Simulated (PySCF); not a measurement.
# C₃H₁₀BN: NMR shifts at several levels of theory, part 2 of 2

PySCF 2.14.0. Atoms count from 0. Earlier steps stand in the parts before.

## Step 8: Nuclear shieldings: PBE0/aug-cc-pVDZ

Job settings and geometry (Å):

```
{"job": {"kind": "nmr", "xc": "PBE0", "basis": "aug-cc-pVDZ", "pop": true}, "charge": 0, "multiplicity": 1}
C      2.119354    -0.992958     0.018810
C      1.765352     0.226159    -0.413769
B      0.309118     0.845979    -0.571995
N     -0.765920    -0.270582    -0.104582
C     -2.167003     0.150010    -0.163302
H      3.162564    -1.319463     0.091291
H      1.387684    -1.754449     0.329045
H      2.594915     0.891237    -0.695343
H      0.118077     1.815721     0.160658
H      0.019176     1.117459    -1.736134
H     -0.614540    -1.099103    -0.684618
H     -0.513894    -0.554597     0.845250
H     -2.848143    -0.648637     0.165314
H     -2.403797     0.438867    -1.194754
H     -2.294635     1.033533     0.474290
```

With the program's defaults for keys left out, this is: GIAO PBE0/aug-cc-pVDZ NMR shielding, non-relativistic, gas phase.

Output:

```text
coarse grid: 11608 points
cycle   1  E = -199.6204234054  dE =  2.939e-01  |g| = 4.323e-01  |ddm| = 1.066e+01
cycle   2  E = -199.6146871744  dE =  5.736e-03  |g| = 4.669e-01  |ddm| = 3.442e+00
cycle   3  E = -199.6808187654  dE = -6.613e-02  |g| = 9.229e-02  |ddm| = 1.487e+00
cycle   4  E = -199.6827909651  dE = -1.972e-03  |g| = 3.274e-02  |ddm| = 2.149e-01
cycle   5  E = -199.6830500922  dE = -2.591e-04  |g| = 8.174e-03  |ddm| = 1.049e-01
cycle   6  E = -199.6830700775  dE = -1.999e-05  |g| = 1.631e-03  |ddm| = 2.737e-02
cycle   7  E = -199.6830707840  dE = -7.065e-07  |g| = 3.406e-04  |ddm| = 6.051e-03
final grid: 109544 points
cycle   8  E = -199.6916065835  dE = -5.135e-05  |g| = 8.267e-03  |ddm| = 2.574e-01
cycle   9  E = -199.6916024738  dE =  4.110e-06  |g| = 9.291e-03  |ddm| = 5.453e-02
cycle  10  E = -199.6916251483  dE = -2.267e-05  |g| = 7.981e-04  |ddm| = 2.416e-02
cycle  11  E = -199.6916252829  dE = -1.346e-07  |g| = 2.345e-04  |ddm| = 2.059e-03
cycle  12  E = -199.6916252940  dE = -1.107e-08  |g| = 7.799e-05  |ddm| = 6.652e-04
cycle  13  E = -199.6916252955  dE = -1.443e-09  |g| = 3.455e-05  |ddm| = 2.539e-04
cycle  14  E = -199.6916252958  dE = -3.110e-10  |g| = 4.700e-06  |ddm| = 6.752e-05
converged SCF energy = -199.6916252958

GIAO shielding tensors (ppm)
atom      isotropic    diamagn.    paramagn.     s11        s22        s33       span
  0 C       89.249     211.657    -122.409    -14.252    104.212    177.787    192.039
  1 C       37.354     203.405    -166.051    -91.590     20.484    183.169    274.760
  2 B      124.221     227.368    -103.147    112.352    118.743    141.569     29.217
  3 N      227.157     285.149     -57.992    214.086    221.650    245.735     31.649
  4 C      164.254     192.958     -28.704    144.910    150.169    197.682     52.772
  5 H       25.948      36.687     -10.739     23.557     24.713     29.575      6.018
  6 H       26.716      30.784      -4.068     23.857     25.431     30.859      7.002
  7 H       24.200      38.507     -14.307     20.811     25.127     26.662      5.851
  8 H       28.748      24.705       4.043     25.955     28.458     31.829      5.874
  9 H       28.734      23.705       5.030     25.986     28.392     31.825      5.840
 10 H       28.469      30.438      -1.969     21.672     26.731     37.004     15.331
 11 H       28.439      29.991      -1.553     21.564     26.793     36.960     15.396
 12 H       28.864      28.832       0.031     24.077     26.796     35.718     11.641
 13 H       28.670      24.689       3.981     24.856     27.217     33.937      9.081
 14 H       28.678      24.487       4.191     24.867     27.224     33.942      9.075
```

Run time: 23 s. Hardware: 1 thread of Arm Neoverse V1, shared host; peak memory 0.89 GiB.

Key values: δ C1 157.8, C0 105.9, C4 30.9, B2 -14.0, H7 7.20, H5 5.45 ppm.

## Step 9: NMR shieldings: PBE0/IGLO-III

The job, as its differences from that of step 8:

```diff
@@ -1,2 +1,2 @@
-{"job": {"kind": "nmr", "xc": "PBE0", "basis": "aug-cc-pVDZ", "pop": true}, "charge": 0, "multiplicity": 1}
+{"job": {"kind": "nmr", "xc": "PBE0", "basis": "IGLO-III", "pop": true}, "charge": 0, "multiplicity": 1}
 C      2.119354    -0.992958     0.018810
```

Level: GIAO PBE0/IGLO-III NMR shielding, non-relativistic, gas phase.

Output:

```text
coarse grid: 11608 points
cycle   1  E = -199.6884715223  dE =  2.606e-01  |g| = 4.585e-01  |ddm| = 2.232e+00
cycle   2  E = -199.6819745560  dE =  6.497e-03  |g| = 4.912e-01  |ddm| = 8.253e-01
cycle   3  E = -199.7517993468  dE = -6.982e-02  |g| = 9.738e-02  |ddm| = 4.684e-01
cycle   4  E = -199.7537257299  dE = -1.926e-03  |g| = 4.331e-02  |ddm| = 6.226e-02
cycle   5  E = -199.7541596748  dE = -4.339e-04  |g| = 9.059e-03  |ddm| = 2.458e-02
cycle   6  E = -199.7541826067  dE = -2.293e-05  |g| = 2.008e-03  |ddm| = 6.764e-03
cycle   7  E = -199.7541835930  dE = -9.863e-07  |g| = 4.124e-04  |ddm| = 1.219e-03
final grid: 109544 points
cycle   8  E = -199.7503091326  dE = -1.054e-04  |g| = 8.242e-03  |ddm| = 9.212e-02
cycle   9  E = -199.7503053267  dE =  3.806e-06  |g| = 9.073e-03  |ddm| = 1.141e-02
cycle  10  E = -199.7503256362  dE = -2.031e-05  |g| = 8.406e-04  |ddm| = 5.226e-03
cycle  11  E = -199.7503257561  dE = -1.198e-07  |g| = 3.697e-04  |ddm| = 5.670e-04
cycle  12  E = -199.7503257834  dE = -2.728e-08  |g| = 8.939e-05  |ddm| = 2.148e-04
cycle  13  E = -199.7503257851  dE = -1.720e-09  |g| = 3.993e-05  |ddm| = 6.991e-05
cycle  14  E = -199.7503257855  dE = -3.991e-10  |g| = 5.504e-06  |ddm| = 2.231e-05
converged SCF energy = -199.7503257855

GIAO shielding tensors (ppm)
atom      isotropic    diamagn.    paramagn.     s11        s22        s33       span
  0 C       69.805     254.532    -184.726    -44.268     88.527    165.157    209.425
  1 C       13.872     250.321    -236.448   -127.688     -2.983    172.288    299.976
  2 B      114.881     192.279     -77.398    101.849    109.051    133.744     31.896
  3 N      215.545     320.695    -105.151    201.898    208.433    236.303     34.405
  4 C      150.469     245.166     -94.697    129.814    135.553    186.041     56.227
  5 H       26.070      29.306      -3.235     23.812     24.724     29.674      5.862
  6 H       26.823      34.192      -7.368     23.985     25.468     31.017      7.033
  7 H       24.280      29.312      -5.032     20.948     24.990     26.901      5.953
  8 H       28.810      31.492      -2.682     26.061     28.546     31.823      5.762
  9 H       28.798      30.976      -2.179     26.092     28.480     31.820      5.729
 10 H       28.464      32.548      -4.083     21.486     26.754     37.153     15.666
 11 H       28.431      33.434      -5.003     21.372     26.816     37.106     15.734
 12 H       28.923      27.200       1.723     24.132     26.827     35.810     11.678
 13 H       28.678      28.131       0.547     24.784     27.261     33.991      9.207
 14 H       28.685      28.665       0.020     24.794     27.268     33.994      9.200
```

Run time: 32 s. Hardware: 1 thread of Arm Neoverse V1, shared host; peak memory 1.1 GiB.

This run: δ C1 169.9, C0 114.0, C4 33.3, B2 -14.9, H7 7.09, H5 5.30 ppm.

## Step 10: Shielding tensors: PBE0/pcSseg-0

The job, as its differences from that of step 9:

```diff
@@ -1,2 +1,2 @@
-{"job": {"kind": "nmr", "xc": "PBE0", "basis": "IGLO-III", "pop": true}, "charge": 0, "multiplicity": 1}
+{"job": {"kind": "nmr", "xc": "PBE0", "basis": "pcSseg-0", "pop": true}, "charge": 0, "multiplicity": 1}
 C      2.119354    -0.992958     0.018810
```

Method: GIAO PBE0/pcSseg-0 NMR shielding, non-relativistic, gas phase.

Output:

```text
coarse grid: 11608 points
cycle   1  E = -199.2001890639  dE =  2.228e-01  |g| = 3.700e-01  |ddm| = 3.381e+00
cycle   2  E = -199.2080644923  dE = -7.875e-03  |g| = 3.592e-01  |ddm| = 1.061e+00
cycle   3  E = -199.2443914946  dE = -3.633e-02  |g| = 9.050e-02  |ddm| = 5.629e-01
cycle   4  E = -199.2462744744  dE = -1.883e-03  |g| = 2.892e-02  |ddm| = 1.006e-01
cycle   5  E = -199.2464818314  dE = -2.074e-04  |g| = 6.749e-03  |ddm| = 3.383e-02
cycle   6  E = -199.2464934855  dE = -1.165e-05  |g| = 1.759e-03  |ddm| = 9.694e-03
cycle   7  E = -199.2464942337  dE = -7.481e-07  |g| = 3.999e-04  |ddm| = 2.648e-03
final grid: 109544 points
cycle   8  E = -199.2252171296  dE = -1.952e-05  |g| = 5.422e-03  |ddm| = 2.310e-02
cycle   9  E = -199.2252169259  dE =  2.037e-07  |g| = 5.606e-03  |ddm| = 1.271e-02
cycle  10  E = -199.2252248253  dE = -7.899e-06  |g| = 4.258e-04  |ddm| = 6.559e-03
cycle  11  E = -199.2252248634  dE = -3.806e-08  |g| = 8.475e-05  |ddm| = 4.267e-04
cycle  12  E = -199.2252248648  dE = -1.416e-09  |g| = 2.616e-05  |ddm| = 1.054e-04
cycle  13  E = -199.2252248650  dE = -1.766e-10  |g| = 1.078e-05  |ddm| = 4.237e-05
converged SCF energy = -199.2252248650

GIAO shielding tensors (ppm)
atom      isotropic    diamagn.    paramagn.     s11        s22        s33       span
  0 C       74.077     258.934    -184.856    -42.702     92.374    172.561    215.263
  1 C       25.671     262.307    -236.636   -112.391      5.364    184.040    296.431
  2 B      120.975     184.924     -63.949    106.305    116.371    140.247     33.941
  3 N      230.884     322.223     -91.339    217.200    223.222    252.229     35.029
  4 C      157.901     243.516     -85.615    135.923    142.689    195.090     59.166
  5 H       27.402      29.299      -1.897     24.738     26.463     31.005      6.267
  6 H       28.246      34.250      -6.004     25.727     27.309     31.702      5.975
  7 H       25.787      30.167      -4.380     23.880     26.020     27.460      3.579
  8 H       29.275      30.023      -0.747     25.599     28.934     33.292      7.693
  9 H       29.269      30.311      -1.043     25.639     28.879     33.288      7.649
 10 H       30.943      33.402      -2.460     24.059     29.116     39.653     15.595
 11 H       30.909      33.399      -2.490     23.949     29.171     39.606     15.657
 12 H       30.109      27.788       2.322     24.887     28.173     37.268     12.381
 13 H       29.815      27.977       1.838     25.366     28.260     35.820     10.454
 14 H       29.824      27.781       2.042     25.374     28.273     35.823     10.449
```

Run time: 4.8 s. Hardware: 1 thread of Arm Neoverse V1, shared host; peak memory 0.44 GiB.

Key values: δ C1 167.8, C0 119.4, C4 35.6, B2 -16.1, H7 7.05, H5 5.43 ppm.

## Step 11: NMR shieldings: PBE0/pcSseg-2

The job, as its differences from that of step 10:

```diff
@@ -1,2 +1,2 @@
-{"job": {"kind": "nmr", "xc": "PBE0", "basis": "pcSseg-0", "pop": true}, "charge": 0, "multiplicity": 1}
+{"job": {"kind": "nmr", "xc": "PBE0", "basis": "pcSseg-2", "pop": true}, "charge": 0, "multiplicity": 1}
 C      2.119354    -0.992958     0.018810
```

With the program's defaults for keys left out, this is: GIAO PBE0/pcSseg-2 NMR shielding, non-relativistic, gas phase.

Output:

```text
coarse grid: 11608 points
cycle   1  E = -199.6748073360  dE =  2.575e-01  |g| = 4.596e-01  |ddm| = 2.348e+00
cycle   2  E = -199.6680909293  dE =  6.716e-03  |g| = 4.941e-01  |ddm| = 9.948e-01
cycle   3  E = -199.7390622625  dE = -7.097e-02  |g| = 9.613e-02  |ddm| = 5.735e-01
cycle   4  E = -199.7410512135  dE = -1.989e-03  |g| = 3.820e-02  |ddm| = 7.736e-02
cycle   5  E = -199.7413911395  dE = -3.399e-04  |g| = 8.938e-03  |ddm| = 2.889e-02
cycle   6  E = -199.7414136354  dE = -2.250e-05  |g| = 1.982e-03  |ddm| = 8.789e-03
cycle   7  E = -199.7414145992  dE = -9.639e-07  |g| = 3.879e-04  |ddm| = 1.639e-03
final grid: 109544 points
cycle   8  E = -199.7453627039  dE = -1.247e-04  |g| = 8.065e-03  |ddm| = 7.398e-02
cycle   9  E = -199.7453588485  dE =  3.855e-06  |g| = 9.030e-03  |ddm| = 1.242e-02
cycle  10  E = -199.7453792725  dE = -2.042e-05  |g| = 7.999e-04  |ddm| = 6.346e-03
cycle  11  E = -199.7453793822  dE = -1.097e-07  |g| = 3.534e-04  |ddm| = 6.454e-04
cycle  12  E = -199.7453794072  dE = -2.492e-08  |g| = 8.656e-05  |ddm| = 2.306e-04
cycle  13  E = -199.7453794088  dE = -1.613e-09  |g| = 3.870e-05  |ddm| = 8.764e-05
cycle  14  E = -199.7453794092  dE = -3.805e-10  |g| = 5.196e-06  |ddm| = 2.679e-05
converged SCF energy = -199.7453794092

GIAO shielding tensors (ppm)
atom      isotropic    diamagn.    paramagn.     s11        s22        s33       span
  0 C       69.084     254.173    -185.090    -45.870     87.891    165.229    211.099
  1 C       12.740     251.639    -238.899   -129.924     -4.381    172.525    302.448
  2 B      114.690     190.074     -75.383    101.428    108.822    133.821     32.393
  3 N      215.553     316.441    -100.888    201.735    208.269    236.655     34.920
  4 C      150.230     238.165     -87.935    129.451    135.324    185.915     56.465
  5 H       25.892      29.491      -3.599     23.607     24.484     29.586      5.979
  6 H       26.682      34.776      -8.094     23.789     25.318     30.941      7.152
  7 H       24.108      29.767      -5.659     20.733     24.779     26.810      6.077
  8 H       28.752      31.070      -2.317     26.009     28.447     31.801      5.792
  9 H       28.740      30.543      -1.803     26.040     28.381     31.799      5.759
 10 H       28.276      33.547      -5.271     21.286     26.436     37.106     15.820
 11 H       28.244      34.448      -6.204     21.170     26.496     37.065     15.894
 12 H       28.809      27.268       1.541     24.029     26.674     35.725     11.696
 13 H       28.553      27.903       0.650     24.646     27.082     33.930      9.284
 14 H       28.560      28.339       0.220     24.657     27.089     33.934      9.278
```

Run time: 46 s. Hardware: 1 thread of Arm Neoverse V1, shared host; peak memory 1.3 GiB.

In short: δ C1 171.4, C0 115.0, C4 33.9, B2 -15.6, H7 7.14, H5 5.35 ppm.

## Step 12: Comparing the runs: NMR shifts

Shifts (ppm) of some atoms, chosen among heavy atoms and hydrogens apart, means over like atoms, with basis size and wall time:

| run | C1 | C0 | C4 | H8 | H10 | B2 | N3 | functions | time |
| --- | --- | --- | --- | --- | --- | --- | --- | --- | --- |
| PBE0/6-31G* | 147.7 | 103.9 | 31.3 | 2.67 | 2.55 | -14.6 | 30.8 | 90 | 7.2 s |
| PBE0/6-311+G(2d,p) | 164.0 | 110.0 | 32.0 | 2.64 | 2.74 | -16.5 | 44.0 | 195 | 21 s |
| PBE0/def2-SVP | 154.7 | 106.3 | 30.9 | 2.49 | 2.70 | -14.6 | 42.6 | 120 | 9.8 s |
| PBE0/def2-TZVP | 165.5 | 111.4 | 33.0 | 2.64 | 2.77 | -16.4 | 47.7 | 215 | 25 s |
| PBE0/cc-pVDZ | 154.8 | 107.0 | 32.0 | 2.53 | 2.73 | -12.4 | 45.5 | 120 | 10 s |
| PBE0/cc-pVTZ | 164.1 | 111.2 | 32.5 | 2.49 | 2.97 | -16.8 | 48.4 | 290 | 39 s |
| PBE0/aug-cc-pVDZ | 157.8 | 105.9 | 30.9 | 2.65 | 2.94 | -14.0 | 42.7 | 205 | 23 s |
| PBE0/IGLO-III | 169.9 | 114.0 | 33.3 | 2.57 | 2.93 | -14.9 | 45.0 | 275 | 32 s |
| PBE0/pcSseg-0 | 167.8 | 119.4 | 35.6 | 3.56 | 1.91 | -16.1 | 35.1 | 65 | 4.8 s |
| PBE0/pcSseg-2 | 171.4 | 115.0 | 33.9 | 2.50 | 2.99 | -15.6 | 46.1 | 320 | 46 s |

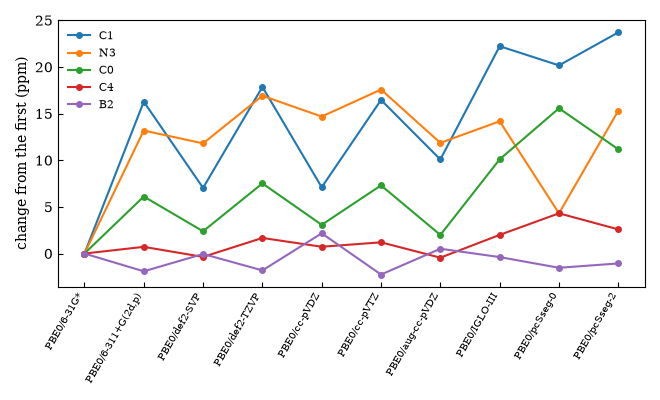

How five of the tabulated atoms move from run to run.

## Step 13: What came out

What follows sums up all 2 parts.

```
                                                            quantity                                   value
                                13C shifts against TMS (PBE0/6-31G*)                  147.7, 103.9, 31.3 ppm
1H shifts against TMS (PBE0/6-31G*, means over atoms taken as alike)  6.86, 5.07, 4.32, 2.67, 2.58, 2.55 ppm
                           11B shifts against BF3·OEt2 (PBE0/6-31G*)                               -14.6 ppm
                                15N shifts against NH3 (PBE0/6-31G*)                                30.8 ppm
                                            range of the shift of C1                      147.7 to 171.4 ppm
```

**Reading.** Single values in the summary come from the first sound run of each kind (PBE0/6-31G*), which need not be the best level. At PBE0/6-31G*: The largest span, 258 ppm, is at C1, where the paramagnetic term is -202 ppm. In ppm, C1 moves most: its shift spreads over 23.7 ppm, from 147.7 (PBE0/6-31G*) to 171.4 (PBE0/pcSseg-2).
